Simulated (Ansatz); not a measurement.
**AgNOSi (SMILES N#[Si][O][Ag]): density, localisation and related maps**

```xyz
4

Ag   -2.6271    1.5492    2.5285
N    -2.7647   -2.4085   -0.1273
O    -1.5956    0.2035    1.3383
Si   -2.2144   -1.1079    0.6110
```

Geometry: PBE-D3(BJ)/def2-SVP; core potentials replace the inner electrons of Ag.

All numbers below come from Ansatz, isolated molecule in a Gaussian basis; Kohn-Sham density functional theory, functional PBE0.

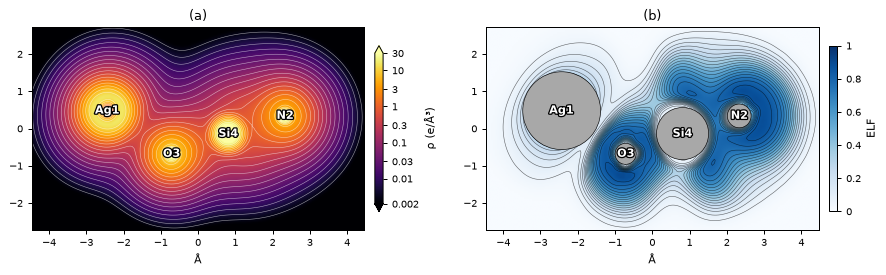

Figure 1. (a) electron density; (b) ELF on the molecular plane. Grey discs cover the atomic cores in the ELF map.

Question: What does the map show?

Answer: Atoms in the plane: Ag, N, O and Si. Si–N (1.59 Å): ρ is about 1.2 e/Å³ halfway; the ELF peaks at about 0.75 in the valence shell of N, 0.6 Å from its nucleus, and is about 0.50 at the midpoint. Si–O (1.62 Å): ρ at the midpoint is about 1.2 e/Å³; the ELF peaks at about 0.85 between the atoms (a short, strongly polar bond). Ag–O (2.07 Å): ρ is about 0.63 e/Å³ halfway; the ELF peaks at about 0.85 in the valence shell of O, 0.5 Å from its nucleus, and drops to about 0.15 between the two atoms. The ELF also peaks beside N2, away from the bonds: lone-pair regions.

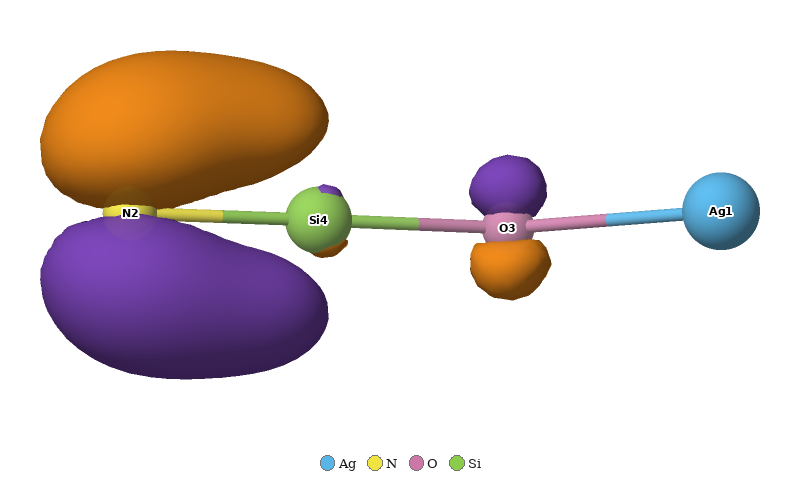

Figure 2. The HOMO at ±0.2 Å⁻³ᐟ² (orange and purple are the two phases), seen from one side.

Question: Where does this orbital lie, and at what energy?

Answer: Its weight (Hirshfeld) is mainly on N2 (about 65 %) and Si4 (about 30 %); it changes sign across the molecular plane (π type); π-bonding across N2–Si4. Its energy is −6.15 eV.

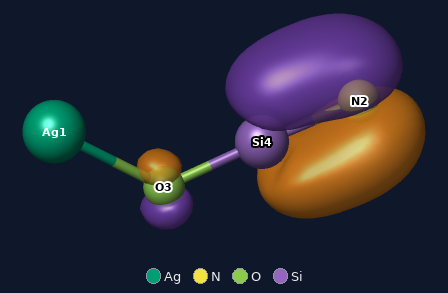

Figure 3. The HOMO−1 at ±0.15 Å⁻³ᐟ² (orange and purple are the two phases), seen at an oblique angle.

Question: What is the character of this orbital?

Answer: It lies mainly on N2 (about 65 %) and Si4 (about 30 %); it is symmetric in the molecular plane (an in-plane orbital: σ, lone-pair or in-plane π type). Its energy is −6.17 eV.
